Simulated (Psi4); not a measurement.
# C2H3ClSi (SMILES ClC1=C[SiH2]1): revPBE/def2-SVP

What is the energy change on altering one bond length of C2H3ClSi at revPBE/def2-SVP? 

The calculation is run with Psi4 1.11.

**1. Starting point**

C2H3ClSi: 7 atoms, total charge 0, spin state singlet. SMILES: `ClC1=C[SiH2]1`. The shape is that of a PBE0-D4/def2-TZVP optimisation.

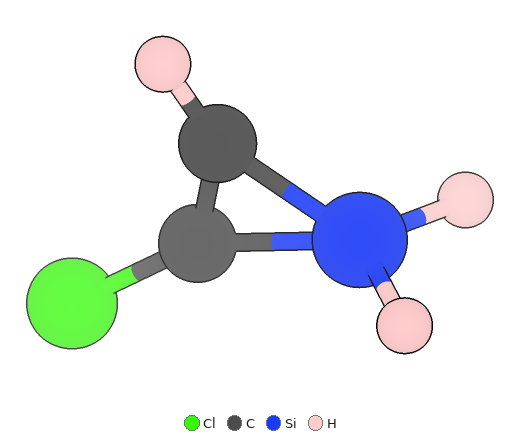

Viewed from a chosen angle; chlorine green, carbon dark grey, silicon blue, hydrogen pink.

**2. A single-point energy at revPBE/def2-SVP**

Input file calc.dat:

```
memory 1.6 GB

molecule system {
  0 1
  Cl
  C 1 R2
  C 2 R3 1 A3
  Si 2 R4 3 A4 1 D4
  H 3 R5 2 A5 1 D5
  H 4 R6 2 A6 3 D6
  H 4 R7 6 A7 2 D7

  R2 = 1.700178
  R3 = 1.326522
  A3 = 135.75685
  R4 = 1.803695
  A4 = 69.15107
  D4 = -179.99348
  R5 = 1.081908
  A5 = 137.03582
  D5 = -0.01735
  R6 = 1.482168
  A6 = 121.61847
  D6 = -104.00628
  R7 = 1.482195
  A7 = 111.42705
  D7 = 154.5628
  symmetry c1
}

set basis def2-SVP
set puream true
set e_convergence 1e-09
set d_convergence 1e-08
set scf_type pk
set dft_radial_points 99
set dft_spherical_points 590

energy_value, wavefunction = energy("revpbe", return_wfn=True)
oeprop(wavefunction, "MULLIKEN_CHARGES", "WIBERG_LOWDIN_INDICES", "QUADRUPOLE")
```

On the command line:

```bash
$ psi4 -n 1 calc.dat calc.out
```

calc.out:

```text
[...]
  Running in c1 symmetry.
[...]
  Nuclear repulsion =  179.922319628829285
[...]
  Multiplicity = 1
[...]
  Nalpha       = 23
  Nbeta        = 23
[...]
    Number of basis functions: 79
[...]
   @RKS iter   1:  -826.70845757717086    4.01369e-01   1.13036e-02 DIIS/ADIIS
[...]
   @RKS iter  12:  -827.17302522537489   -2.38742e-12   4.47995e-09 DIIS
[...]
    Orbital Energies [Eh]
    ---------------------
    Doubly Occupied:
       1A   -100.666418     2A    -65.430856     3A     -9.961799
       4A     -9.923228     5A     -9.190194     6A     -7.015783
       7A     -7.004779     8A     -7.003225     9A     -5.075258
      10A     -3.484864    11A     -3.484450    12A     -3.482723
      13A     -0.803727    14A     -0.717094    15A     -0.493956
      16A     -0.470276    17A     -0.423857    18A     -0.353953
      19A     -0.341230    20A     -0.309282    21A     -0.268998
      22A     -0.241252    23A     -0.236715
[...]
  @RKS Final Energy:  -827.17302522537489
   => Energetics <=
    Nuclear Repulsion Energy =            179.9223196288292854
    One-Electron Energy =               -1497.9193917531424631
    Two-Electron Energy =                 551.7586847846008595
    DFT Exchange-Correlation Energy =     -60.9346378856625250
    Empirical Dispersion Energy =           0.0000000000000000
    VV10 Nonlocal Energy =                  0.0000000000000000
    Total Energy =                       -827.1730252253748858
[...]
 Multipole Moments:
 ------------------------------------------------------------------------------------
     Multipole            Electronic (a.u.)      Nuclear  (a.u.)        Total (a.u.)
 ------------------------------------------------------------------------------------
 L = 1.  Multiply by 2.5417464519 to convert [e a0] to [Debye]
 Dipole X            :         -0.0002258            0.0002061           -0.0000197
 Dipole Y            :         -0.5497266            0.4612308           -0.0884958
 Dipole Z            :         -6.2539795            6.6119646            0.3579851
 Magnitude           :                                                    0.3687612
 L = 2.  Multiply by 1.3450342976 to convert [e a0^2] to [Debye ang]
 Quadrupole XX       :        -39.4464020           10.7110947          -28.7353073
 Quadrupole XY       :         -0.0086352            0.0090094            0.0003742
[...]
  Mulliken Charges: (a.u.)
   Center  Symbol    Alpha    Beta     Spin     Total
       1    CL     8.53744  8.53744  0.00000 -0.07487
       2     C     3.00651  3.00651  0.00000 -0.01301
       3     C     3.06612  3.06612  0.00000 -0.13225
       4    SI     6.83610  6.83610  0.00000  0.32780
       5     H     0.49288  0.49288  0.00000  0.01425
       6     H     0.53048  0.53048  0.00000 -0.06096
       7     H     0.53048  0.53048  0.00000 -0.06096
   Total alpha = 23.00000, Total beta = 23.00000, Total charge =  0.00000
  Wiberg Bond Indices using Orthogonal Lowdin Orbitals:
[...]
```

Run time: 12 s. Hardware: 1 thread of Intel Xeon Platinum 8488C (Sapphire Rapids), shared host; peak memory 1 GiB.

**3. The distorted shape**

Input file calc.in:

```
memory 1.6 GB

molecule molecule1 {
  0 1
  Cl    -1.881732    -2.018271     0.004396
  C     -1.070532    -0.544871    -0.243904
  C      0.124268    -0.054971     0.059596
  Si    -0.898432     1.146629    -0.846004
  H      1.727500    -0.673800     0.975600
  H     -1.550332     2.286329    -0.158304
  H     -0.664732     1.441229    -2.279704
  symmetry c1
  no_reorient
  no_com
}

set basis def2-SVP
set reference rks
set puream true
set e_convergence 1e-09
set d_convergence 1e-08
set scf_type pk
set dft_radial_points 99
set dft_spherical_points 590

energy("revpbe")
print_variables()
```

On the command line:

```bash
$ psi4 -n 1 calc.in calc.out
```

calc.out:

```text
[...]
  Running in c1 symmetry.
[...]
  Nuclear repulsion =  177.189739206301880
[...]
  Multiplicity = 1
[...]
  Nalpha       = 23
  Nbeta        = 23
[...]
    Number of basis functions: 79
[...]
   @RKS iter   1:  -826.48722264242542    4.60748e-01   1.17912e-02 DIIS/ADIIS
[...]
   @RKS iter  14:  -827.05762546948904   -5.45697e-12   4.42697e-09 DIIS
[...]
    Orbital Energies [Eh]
    ---------------------
    Doubly Occupied:
       1A   -100.675466     2A    -65.448379     3A     -9.972658
       4A     -9.957221     5A     -9.199135     6A     -7.025007
       7A     -7.013398     8A     -7.012226     9A     -5.092519
      10A     -3.503084    11A     -3.501293    12A     -3.499524
      13A     -0.812445    14A     -0.725290    15A     -0.480250
      16A     -0.459361    17A     -0.377929    18A     -0.362353
      19A     -0.326746    20A     -0.318315    21A     -0.271007
      22A     -0.246524    23A     -0.238391
[...]
  @RKS Final Energy:  -827.05762546948904
   => Energetics <=
    Nuclear Repulsion Energy =            177.1897392063018799
    One-Electron Energy =               -1492.0632809035437276
    Two-Electron Energy =                 548.5896684841534352
    DFT Exchange-Correlation Energy =     -60.7737522564006980
    Empirical Dispersion Energy =           0.0000000000000000
    VV10 Nonlocal Energy =                  0.0000000000000000
    Total Energy =                       -827.0576254694890395
[...]
 Multipole Moments:
 ------------------------------------------------------------------------------------
     Multipole            Electronic (a.u.)      Nuclear  (a.u.)        Total (a.u.)
 ------------------------------------------------------------------------------------
 L = 1.  Multiply by 2.5417464519 to convert [e a0] to [Debye]
 Dipole X            :         95.6624436          -95.8707952           -0.2083516
 Dipole Y            :         35.9375668          -35.5326999            0.4048669
 Dipole Z            :         26.8458472          -27.0940995           -0.2482523
 Magnitude           :                                                    0.5186105
[...]
```

Run time: 13 s. Hardware: 1 thread of Intel Xeon Platinum 8488C (Sapphire Rapids), shared host; peak memory 0.99 GiB.

**4. What came out**

At revPBE/def2-SVP:

| quantity | value |
| --- | --- |
| first shape: total energy | -827.17303 Eh |
| first shape: dipole moment | 0.94 D |
| first shape: HOMO energy | -6.44 eV |
| first shape: LUMO energy | -1.15 eV |
| first shape: HOMO–LUMO gap | 5.29 eV |
| distorted shape: total energy | -827.05763 Eh |
| distorted shape: dipole moment | 1.32 D |
| distorted shape: HOMO energy | -6.49 eV |
| distorted shape: LUMO energy | -3.27 eV |
| distorted shape: HOMO–LUMO gap | 3.22 eV |
| energy change with the C3–H5 bond stretched from 1.082 to 1.947 Å | 3.140 eV |

**Reading.** One bond (distorted shape) is far stretched, which a spin-restricted single reference describes badly; a broken-symmetry solution may lie lower. With the C3–H5 bond stretched from 1.082 to 1.947 Å the energy rises by 3.14 eV (72 kcal/mol). The first shape isn't relaxed at this level, so the change isn't measured from a minimum. A restricted reference can't describe the breaking bond well at this length. Mulliken charges (first shape) run from -0.13 on C3 to +0.33 on Si4.
